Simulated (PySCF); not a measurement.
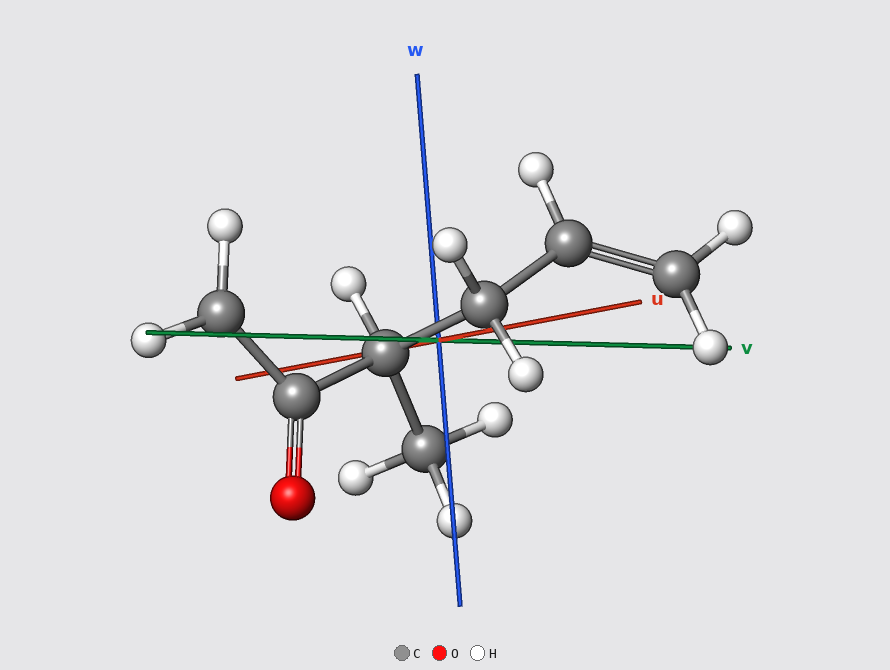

The lines u, v and w are the principal axes of the g tensor. The species is neutral and a spin doublet. Computed geometry: GFN2-xTB optimisation. No frequency run is at hand to confirm it as a minimum. Method: UKS B3LYP, pcH-1 on C H O, non-relativistic, mean-field spin-orbit, GIAO (PySCF 2.14.0).

### Along which axis does g lie farthest from the free-electron value?

Along w: the shift is 6412 ppm.

Give the principal values and shifts.

```csv
axis,g,shift (ppm)
u,2.00212,−196
v,2.00417,1856
w,2.00873,6412
```
